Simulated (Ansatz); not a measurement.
# SnSe2 (P-3m1): the dielectric response by several routes

How strongly does SnSe2 (P-3m1) screen? Routes: perturbation theory, a sum over states and the RPA step of G0W0.

Main program and level: Ansatz 0.2.0; linear response on PBE, plane waves, PAW.

In doubt: the program warns that the response may not be converged on this k-mesh (step 2), which bears on dielectric and field responses.

**1. The starting structure**

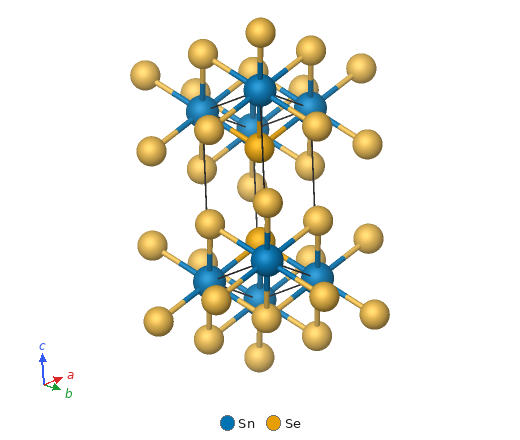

The cell as given, from a free direction (tin blue, selenium orange). Some periodic images of atoms are drawn too.

Coordinates:

```cif
data_structure
_symmetry_space_group_name_H-M 'P 1'
_symmetry_Int_Tables_number 1
_cell_length_a 3.8110
_cell_length_b 3.8110
_cell_length_c 6.1360
_cell_angle_alpha 90.000
_cell_angle_beta 90.000
_cell_angle_gamma 120.000
_cell_volume 77.18
loop_
_atom_site_label
_atom_site_type_symbol
_atom_site_fract_x
_atom_site_fract_y
_atom_site_fract_z
_atom_site_occupancy
Sn1 Sn 0.00000 0.00000 0.00000 1
Se2 Se 0.33333 0.66667 0.26144 1
Se3 Se 0.66667 0.33333 0.73856 1
```

Geometry: measured cell, ions relaxed with PBE. The runs that relaxed it are not among those shown.

**2. Response to a homogeneous field**

ε∞ sets how strongly the crystal screens. Perturbation theory gives it with local fields and without a sum over empty bands.

This step: dielectric response by perturbation theory, PBE, plane waves, PAW; PAW set soft_1.

Contents of input.yaml:

```yaml
crystal:
  lattice:
    - [3.811, 0.0, 0.0]
    - [-1.9055, 3.3004228138, 0.0]
    - [0.0, 0.0, 6.136]
  atoms:
    - { symbol: Sn, position: [0.0, 0.0, 0.0] }
    - { symbol: Se, position: [0.3333333333, 0.6666666667, 0.2614399677] }
    - { symbol: Se, position: [0.6666666667, 0.3333333333, 0.7385600323] }
kpoints:
  mp_grid: { grid: [6, 6, 4] }
hamiltonian:
  xc: pbe
  pseudopotentials: { kind: paw, azcp: { folder: soft_1 } }
scf:
  occupations: { method: fixed }
dielectric: {}
```

The run is started by

```sh
> ansatz run input.yaml --threads 3 --pin off --max-ram 92160MiB --backend cuda --events-out ev --progress --plain --runs-dir out --devices 1 --max-vram 13GiB
```

Numbers of over 12 decimals in the logs are rounded to 6 here.

Log:

```text
GPUs: using 1 of 1 available (devices: 1).
Engine: ansatz 0.2.0, x86_64-unknown-linux-gnu
Pseudopotentials: kind: paw
Pseudopotential: Sn, paw, valence charge 14, recommended cutoff 420 eV (normal), soft_1/Sn.paw.azcp
Pseudopotential: Se, paw, valence charge 16, recommended cutoff 420 eV (normal), soft_1/Se.paw.azcp
Functional definition: PBE
  parameter kappa = 0.804
  parameter beta = 0.066725
  exchange = pbe_x(kappa = kappa, mu = beta*pi^2/3)
  correlation = pbe_c(beta = beta)
device memory: the entry about to start is reckoned to put 1.7 GiB on a device that reports 56.7 GiB free (of which the cap on the GPU budget leaves the run 13.0 GiB)
GPU FFT provider: cuFFT
GPU libraries: cuBLAS 13.8.2, cuFFT 12.4.0, cuSOLVER 12.3.4
Crystal: 3 atoms, lattice volume = 77.178 Å³
Basis set: ecut = 420 eV, 1485 PW (Γ), exchange–correlation on 54×54×90 points (8 copies of the dense FFT grid, shifted against one another)
Bands: 28, of which v1, the nominal top of the filled ones, is band 23 counted from 1 (22 counted from 0)
Symmetry: 12 space group operations
k-points: 47 of 144 (irreducible under 2 space group operations, time reversal used)
Non-local potential: Sn, projectors of the file, l = 0: 2, l = 1: 2, l = 2: 2, l = 3: 1
Non-local potential: Se, projectors of the file, l = 0: 2, l = 1: 2, l = 2: 3, l = 3: 1
PAW form: soft (Blöchl's): semilocal exchange-correlation on the pseudo side does not see the compensation charge
PAW one-centre angular grid: Sn, 590 points (default); XC on 64 Gauss nodes
PAW one-centre angular grid: Se, 590 points (default); XC on 64 Gauss nodes
Initial density: superposition of atomic densities (chi_scale 0.1, normalization cell, long waves kept (reshape's long-wave potential 0.10 eV rms))
Initial wavefunctions: pseudopotential atomic-orbital guess
GPU buffer pool allocated for 32805 grid points (all kernels)
GPU transforms: local potential and band sums: pruned to the plane-wave sphere, on 25×25×45
Functional: x = pbe(κ = 0.804, μ = 0.219515), c = pbe(β = 0.066725)
SCF iter   1: F=—  HF=-16963.819820 eV  |F-HF|=—  |Δ(HF+E_count)|=         —  Δρ=3.24e-2  dr2=1.66e0  ethr=3.10e-3  ⟨swp⟩=5.0  Hψ=4979  notcnv=0  defer=133
preconditioner: auto → Resta (q_TF=auto, 2.503 Å⁻¹)  ε∞=4.0  [insulator: Δε(μ)=0.558 eV  Ē_g=9.780 eV  n_scr=22 (ndim 8)  ℏωp=16.9 eV  f_vac=0.027  ε∞_Penn≈4.0]
SCF iter   2: F=—  HF=-16963.468126 eV  |F-HF|=—  |Δ(HF+E_count)|=   3.52e-1  Δρ=1.63e-2  dr2=2.35e-1  ethr=3.10e-3  ⟨swp⟩=2.0  Hψ=1897  notcnv=0  defer=58
SCF iter   3: F=—  HF=-16963.418406 eV  |F-HF|=—  |Δ(HF+E_count)|=   4.97e-2  Δρ=5.34e-3  dr2=1.81e-2  ethr=5.12e-4  ⟨swp⟩=2.0  Hψ=1581  notcnv=0  defer=133
SCF iter   4: F=—  HF=-16963.418550 eV  |F-HF|=—  |Δ(HF+E_count)|=   1.44e-4  Δρ=1.08e-3  dr2=1.37e-3  ethr=3.93e-5  ⟨swp⟩=2.0  Hψ=2433  notcnv=0  defer=138
SCF iter   5: F=—  HF=-16963.418634 eV  |F-HF|=—  |Δ(HF+E_count)|=   8.31e-5  Δρ=5.17e-4  dr2=2.08e-4  ethr=2.97e-6  ⟨swp⟩=2.0  Hψ=2447  notcnv=0  defer=138
SCF iter   6: F=—  HF=-16963.418978 eV  |F-HF|=—  |Δ(HF+E_count)|=   3.44e-4  Δρ=1.35e-4  dr2=1.76e-5  ethr=4.52e-7  ⟨swp⟩=3.0  Hψ=2447  notcnv=0  defer=138
SCF iter   7: F=—  HF=-16963.418978 eV  |F-HF|=—  |Δ(HF+E_count)|=   3.47e-7  Δρ=4.04e-5  dr2=1.21e-6  ethr=3.84e-8  ⟨swp⟩=2.9  Hψ=2373  notcnv=0  defer=59
SCF iter   8: F=—  HF=-16963.419062 eV  |F-HF|=—  |Δ(HF+E_count)|=   8.46e-5  Δρ=7.72e-6  dr2=8.65e-8  ethr=2.63e-9  ⟨swp⟩=2.0  Hψ=1692  notcnv=0  defer=47
SCF iter   9: F=—  HF=-16963.419062 eV  |F-HF|=—  |Δ(HF+E_count)|=   2.36e-7  Δρ=2.99e-6  dr2=8.48e-9  ethr=1.88e-10  ⟨swp⟩=2.0  Hψ=1625  notcnv=0  defer=47
SCF iter  10: F=—  HF=-16963.419062 eV  |F-HF|=—  |Δ(HF+E_count)|=   1.66e-8  Δρ=6.96e-7  dr2=3.30e-10  ethr=1.84e-11  ⟨swp⟩=2.0  Hψ=1645  notcnv=0  defer=47
SCF iter  11: F=-16963.419062 eV  HF=-16963.419062 eV  |F-HF|=4.37e-11  |Δ(HF+E_count)|=  4.07e-10  Δρ=2.14e-7  dr2=2.89e-11  ethr=1.00e-12  ⟨swp⟩=9.0  Hψ=5336  notcnv=0
SCF 1 converged in 11 iterations: F = -16963.419062 eV  dr2 = 2.89e-11
  greatest PAW one-centre occupation: 1.000 electrons in one spin orbital (limit 2), on the Se atom at site 1 (counted from 0), in its partial waves of l = 2
the response reads at least the filled bands of the reference SCF and the lowest empty band at each k-point, and that SCF's band table does not vouch for those bands. The notice of the band table in this run's record says why
device memory: the entry about to start is reckoned to put 0.4 GiB on a device that reports 60.2 GiB free (of which the cap on the GPU budget leaves the run 13.0 GiB)
NSCF: frozen V_eff on 1 k-points
device memory: the entry about to start is reckoned to put 0.4 GiB on a device that reports 60.2 GiB free (of which the cap on the GPU budget leaves the run 13.0 GiB)
NSCF: frozen V_eff on 1 k-points
device memory: the entry about to start is reckoned to put 0.4 GiB on a device that reports 60.2 GiB free (of which the cap on the GPU budget leaves the run 13.0 GiB)
NSCF: frozen V_eff on 1 k-points
device memory: the entry about to start is reckoned to put 0.4 GiB on a device that reports 60.2 GiB free (of which the cap on the GPU budget leaves the run 13.0 GiB)
NSCF: frozen V_eff on 1 k-points
device memory: the entry about to start is reckoned to put 0.4 GiB on a device that reports 60.2 GiB free (of which the cap on the GPU budget leaves the run 13.0 GiB)
NSCF: frozen V_eff on 1 k-points
device memory: the entry about to start is reckoned to put 0.4 GiB on a device that reports 60.3 GiB free (of which the cap on the GPU budget leaves the run 13.0 GiB)
NSCF: frozen V_eff on 1 k-points
device memory: the entry about to start is reckoned to put 0.4 GiB on a device that reports 60.2 GiB free (of which the cap on the GPU budget leaves the run 13.0 GiB)
NSCF: frozen V_eff on 1 k-points
device memory: the entry about to start is reckoned to put 0.4 GiB on a device that reports 60.2 GiB free (of which the cap on the GPU budget leaves the run 13.0 GiB)
NSCF: frozen V_eff on 1 k-points
device memory: the entry about to start is reckoned to put 0.4 GiB on a device that reports 60.2 GiB free (of which the cap on the GPU budget leaves the run 13.0 GiB)
NSCF: frozen V_eff on 1 k-points
device memory: the entry about to start is reckoned to put 0.4 GiB on a device that reports 60.2 GiB free (of which the cap on the GPU budget leaves the run 13.0 GiB)
NSCF: frozen V_eff on 1 k-points
device memory: the entry about to start is reckoned to put 0.1 GiB on a device that reports 59.7 GiB free (of which the cap on the GPU budget leaves the run 13.0 GiB)
device memory: the entry about to start is reckoned to put 1.0 GiB on a device that reports 59.6 GiB free (of which the cap on the GPU budget leaves the run 13.0 GiB)
DFPT response loops at Γ: preconditioner auto → Resta (q_TF=auto, 2.503 Å⁻¹)  ε∞=9.2 (no band partly filled); β = 1.00, the filter's whole step (`scf.mixing.beta` (0.50) is not read by the response loops at its default; to damp them type it under 1.00, their step now; it binds the ground state too); Broyden in place of MSR1
── the response to a field inside a basis, on 14×14×8 k-points: an SCF that follows is theirs, and a resumed run solves both again ──
device memory: the entry about to start is reckoned to put 0.6 GiB on a device that reports 52.1 GiB free (of which the cap on the GPU budget leaves the run 13.0 GiB)
GPU FFT provider: cuFFT
GPU libraries: cuBLAS 13.8.2, cuFFT 12.4.0, cuSOLVER 12.3.4
Bands: 24, of which v1, the nominal top of the filled ones, is band 23 counted from 1 (22 counted from 0)
k-points: 420 of 1568 (irreducible under 4 space group operations)
Initial density: handed on by an earlier stage of this run
Initial wavefunctions: pseudopotential atomic-orbital guess (no wavefunctions were taken with the density)
GPU buffer pool allocated for 32805 grid points (all kernels)
GPU transforms: band sums: pruned to the plane-wave sphere, on 25×25×45
Eigensolver: Dense (420 Hₖ)
SCF iter   1: F=—  HF=-16963.416230 eV  |F-HF|=—  |Δ(HF+E_count)|=         —  Δρ=2.90e-4  dr2=6.96e-5  ethr=1.00e-1
preconditioner: auto → Resta (q_TF=auto, 2.503 Å⁻¹)  ε∞=3.8  [insulator: Δε(μ)=0.521 eV  Ē_g=12.967 eV  n_scr=22 (ndim 8)  ℏωp=21.6 eV  f_vac=0.055  ε∞_Penn≈3.8]
SCF iter   2: F=—  HF=-16963.416222 eV  |F-HF|=—  |Δ(HF+E_count)|=   7.90e-6  Δρ=1.52e-4  dr2=1.58e-5  ethr=1.51e-7
SCF iter   3: F=—  HF=-16963.416224 eV  |F-HF|=—  |Δ(HF+E_count)|=   1.41e-6  Δρ=4.38e-5  dr2=1.71e-6  ethr=3.44e-8
SCF iter   4: F=—  HF=-16963.416224 eV  |F-HF|=—  |Δ(HF+E_count)|=   5.80e-7  Δρ=1.17e-5  dr2=1.12e-7  ethr=3.71e-9
SCF iter   5: F=-16963.416225 eV  HF=-16963.416225 eV  |F-HF|=1.69e-8  |Δ(HF+E_count)|=   1.35e-7  Δρ=3.77e-6  dr2=1.22e-8  ethr=2.44e-10
SCF 1 converged in 5 iterations: F = -16963.416225 eV  dr2 = 1.22e-8
device memory: the entry about to start is reckoned to put 0.1 GiB (of the 0.5 GiB reckoned in all, the device holds 0.5 GiB already) on a device that reports 50.7 GiB free (of which the cap on the GPU budget leaves the run 12.5 GiB)
device memory: the entry about to start is reckoned to put 3.8 GiB on a device that reports 58.6 GiB free (of which the cap on the GPU budget leaves the run 12.9 GiB)
DFPT response loops at Γ: preconditioner auto → Resta (q_TF=auto, 2.503 Å⁻¹)  ε∞=10.7 (no band partly filled); β = 1.00, the filter's whole step (`scf.mixing.beta` (0.50) is not read by the response loops at its default; to damp them type it under 1.00, their step now; it binds the ground state too); Broyden in place of MSR1
WARN: field response: inside a basis, on 14×14×8 points, no mesh in reach settles it: take ε∞, Z* and everything formed from them with what they may err, as stated (eps_inf_uncertainty, zstar_uncertainty_e), and compare with field_mesh: kpoints on a denser kpoints.mp_grid
SCF converged after 11 iterations
Free energy (F): -16963.419062 eV
Harris-Foulkes:  -16963.419062 eV  (|F-HF|=4.37e-11)
Internal energy: -16963.419062 eV  (E = F + TS)
E sigma→0 (E₀):  -16963.419062 eV
Fermi energy:    7.889227 eV
--- Per-component energies (eV) ---
  E_band       = -866.893249
  E_kinetic    = 390.072356
  E_local      = -6546.992039  (includes V_loc(G=0)·N_el)
  E_nonlocal   = -563.582908
  E_hartree    = 3408.577524
  E_xc         = -295.618937
  E_vxc        = -260.578526  (∫ρ·V_xc dr)
  E_paw        = -8631.686290  (= ΣΔE_a)
  E_vpaw       = -702.966727  (= ΣTr[D̂ρ^β])
  E_aug_tail   = -0.000477  (compensation charges beyond the density's cutoff)
  E_ewald      = -4724.188291
  E_smearing   = -0.000000  (= −TS)
  E_closure    = 0.000000  (closes the sum)
  Σ components = -16963.419062   (vs F -16963.419062, Δ=0.00e0)
--- Band table (eV; the first three rows and the last of 47) ---
  k-point 0: bands = [... 19 lower, 7.4044, 7.6111, 7.6111, 7.7881, 8.8795, 11.0728, 12.6066, 12.6066, ... 1 higher]
  k-point 1: bands = [... 19 lower, 7.3181, 7.3181, 7.7348, 7.7348, 9.8596, 11.0538, 12.4425, 12.4425, ... 1 higher]
  k-point 2: bands = [... 19 lower, 7.2669, 7.2669, 7.8248, 7.8248, 10.4990, 10.9428, 12.2885, 12.2885, ... 1 higher]
  k-point 46: bands = [... 19 lower, 4.8476, 5.1508, 6.6095, 7.3756, 9.5969, 12.3585, 13.2862, 13.7711, ... 1 higher]
--- Dielectric response (ions clamped): 3 representative field directions + reference, inside a basis on a mesh of 1568 k-points (Σ response iterations 21) ---
  ε∞ (high-frequency dielectric tensor):
       12.587269     0.000000     0.000000
        0.000000    12.587269    -0.000000
        0.000000    -0.000000    10.975608
  Born effective charges Z* (e; rows j = field, columns β = displacement):
    site 0:
         5.13137    0.00000    0.00000
        -0.00000    5.13137   -0.00000
         0.00000   -0.00000    2.22127
    site 1:
        -2.56568   -0.00000   -0.00000
        -0.00000   -2.56568    0.00000
        -0.00000    0.00000   -1.11064
    site 2:
        -2.56568   -0.00000   -0.00000
         0.00000   -2.56568    0.00000
        -0.00000    0.00000   -1.11064
  Z* charge neutrality: 1.385e-3 e pre-enforcement
  solved inside a basis spanned on kpoints, on 14×14×8 k-points, which do not settle them: ε∞ is read to err by 7.4e-2, Z* by 4.6e-2 e (field_mesh: kpoints solves on kpoints); Z* is corrected for what the basis lacks
```

It took 1.9 min on 1 × NVIDIA H100 80GB HBM3 (shared by 6 runs) with 3 threads of AMD EPYC 7R13 (Zen 3), shared host; peak memory 5.1 GiB.

In the SCF lines HF is the Harris–Foulkes energy and dr2 the Hartree energy of the density residual, in eV; the loop may stop once dr2 is under the threshold and the program's other checks hold. Hψ counts applications of the Hamiltonian.

Numbers from this step:

```
stated error of ε∞ : 0.074
```

One over ε∞ averages 0.08, well under the quarter of exact exchange in PBE0, which by this rule of thumb may open the gap too far.

High-frequency dielectric tensor:

```
12.59  0.00  0.00
 0.00 12.59  0.00
 0.00  0.00 10.98
```

Born effective charge (e), principal values of the symmetric part by kind of site:

| atom | atoms with these values | low | middle | high | mean |
| --- | --- | --- | --- | --- | --- |
| Sn1 | 1 | 2.22 | 5.13 | 5.13 | 4.16 |
| Se2 | 2 | -2.57 | -2.57 | -1.11 | -2.08 |

In full for Se2:

```
-2.57  0.00  0.00
 0.00 -2.57  0.00
 0.00  0.00 -1.11
```

**3. Independent-particle spectrum**

The independent-particle spectrum shows where the oscillator strength lies, before excitons and local fields.

This step: independent-particle optics on PBE, plane waves, PAW; PAW set soft_1.

input.yaml: that of step 2 with these lines changed.

```diff
@@ -10,3 +10,3 @@
 kpoints:
-  mp_grid: { grid: [6, 6, 4] }
+  mp_grid: { grid: [12, 12, 4] }
 hamiltonian:
@@ -16,2 +16,4 @@
   occupations: { method: fixed }
-dielectric: {}
+  n_extra_bands: 52
+output:
+  optics: { e_range: [0, 25], de: 0.1, sigma: 0.2 }
```

Log:

```text
[...]
GPUs: using 1 of 1 available (devices: 1).
[...]
GPU FFT provider: cuFFT
GPU libraries: cuBLAS 13.8.2, cuFFT 12.4.0, cuSOLVER 12.3.4
Crystal: 3 atoms, lattice volume = 77.178 Å³
Basis set: ecut = 420 eV, 1485 PW (Γ)
Bands: 75, of which v1, the nominal top of the filled ones, is band 23 counted from 1 (22 counted from 0)
Symmetry: 12 space group operations
[...]
k-points: 69 of 576
[...]
GPU buffer pool allocated for 32805 grid points (all kernels)
[...]
SCF iter   1: F=—  HF=-16963.834374 eV  |F-HF|=—  |Δ(HF+E_count)|=         —  Δρ=3.23e-2  dr2=1.67e0  ethr=3.10e-3  ⟨swp⟩=5.2  Hψ=17789  notcnv=0  defer=3299
[...]
SCF iter  10: F=-16963.431840 eV  HF=-16963.431840 eV  |F-HF|=1.46e-11  |Δ(HF+E_count)|=   1.49e-9  Δρ=7.31e-8  dr2=4.64e-12  ethr=1.00e-12  ⟨swp⟩=13.9  Hψ=43891  notcnv=0
SCF 1 converged in 10 iterations: F = -16963.431840 eV  dr2 = 4.64e-12
[...]
Optics k sum: 0 of 69 k-points
Optics k sum: 4 of 69 k-points
[...]
Optics k sum: 69 of 69 k-points
[...]
SCF converged after 10 iterations
Free energy (F): -16963.431840 eV
[...]
Internal energy: -16963.431840 eV  (E = F + TS)
E sigma→0 (E₀):  -16963.431840 eV
Fermi energy:    7.963601 eV
[...]
--- Band table (eV; the first three rows and the last of 69) ---
  k-point 0: bands = [... 19 lower, 7.4006, 7.6068, 7.6068, 7.7850, 8.8772, 11.0708, 12.6054, 12.6054, ... 48 higher]
  k-point 1: bands = [... 19 lower, 7.3142, 7.3142, 7.7305, 7.7305, 9.8572, 11.0519, 12.4415, 12.4415, ... 48 higher]
  k-point 2: bands = [... 19 lower, 7.2631, 7.2631, 7.8205, 7.8205, 10.4967, 10.9410, 12.2876, 12.2876, ... 48 higher]
  k-point 68: bands = [... 19 lower, 3.7733, 4.2227, 7.5291, 7.5291, 10.1873, 12.2184, 12.2184, 13.7620, ... 48 higher]
```

Elapsed: 2.1 min, on 1 × NVIDIA H100 80GB HBM3 (shared by 6 runs) with 3 threads; peak memory 1.7 GiB.

This step gave:

```
ε∞ without local fields (xx, yy, zz)                                   : 13.25, 13.25, 13.79
electrons in the f-sum (xx, yy, zz)                                    : 25.37, 25.37, 25.30
bands in the explicit sum (the static value is completed to all bands) : 75
```

The sum gives ε∞ = 13.25 and 13.79 without local fields.

The ε₂ has structure finer than the step of the table below, so its rows give means over 2 eV, whole bins alone (the curve runs from 0 to 25 eV). Peaks (eV: height): xx=yy 3.7: 16.3, 4.8: 15.9, 8.2: 6.23; zz 2.1: 13.5, 4.7: 21.8.

Independent particles, no local fields, Gaussian width 0.2 eV. ε₂ against photon energy; means over each step:

```csv
photon energy (eV),xx=yy,zz
2,7.46,9.15
4,14.8,10.6
6,7.56,10.4
8,4.05,3.62
10,2.11,2.33
12,1.21,1.14
14,0.797,0.652
16,0.387,0.379
18,0.271,0.276
20,0.181,0.176
22,0.143,0.144
24,0.117,0.131
```

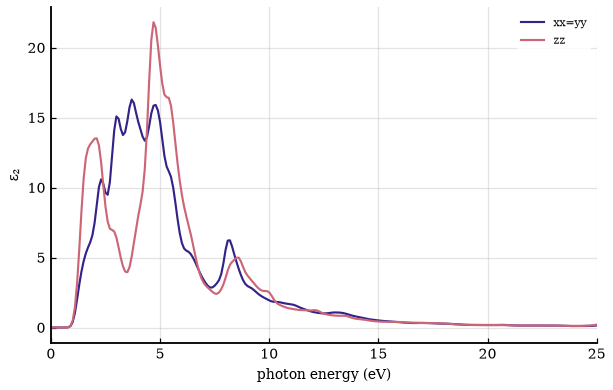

ε₂, plotted against photon energy.

Independent particles, no local fields, Gaussian width 0.2 eV. Loss function against photon energy; read off at these points:

```
photon energy (eV)   xx=yy      zz
              0.00       0       0
              2.50  0.0358  0.0878
              5.00  0.0660  0.0534
              7.50   0.320   0.251
             10.00   0.279   0.216
             12.50   0.610   0.467
             15.00    1.09    1.30
             17.50    3.31    3.06
             18.30    3.29    3.46
             20.00    1.36    1.28
             22.50   0.505   0.493
             25.00   0.237   0.317
```

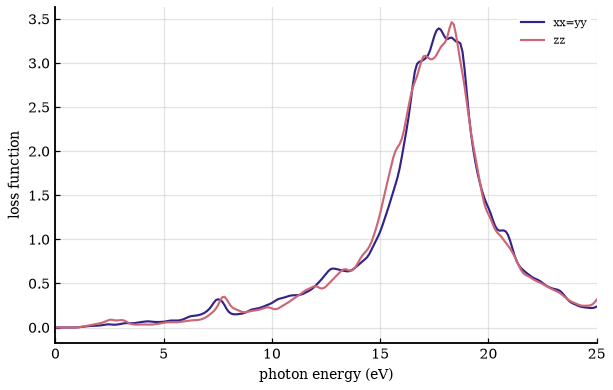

Loss function against photon energy.

(Part 1 of 2 ends here.)

[Paths, hosts, dates, memory and timing lines, banners, echoed tables and standing remarks are left out of the program output.]

[Logs are printed without paths, hosts, clocks, repeated set-up lines and the standing remarks that a program may print on its own settings, such as how far it seeks lower states.]

[Runs of the session that timed out or met a known fault of the program may be left out.]

[Cells called generated may have been cut or substituted from an entry of the Crystallography Open Database or the Materials Project.]

[Hosts, paths, dates, database ids (printed as entryN), source tags and the programs' standing remarks are cut or masked in the printed files.]
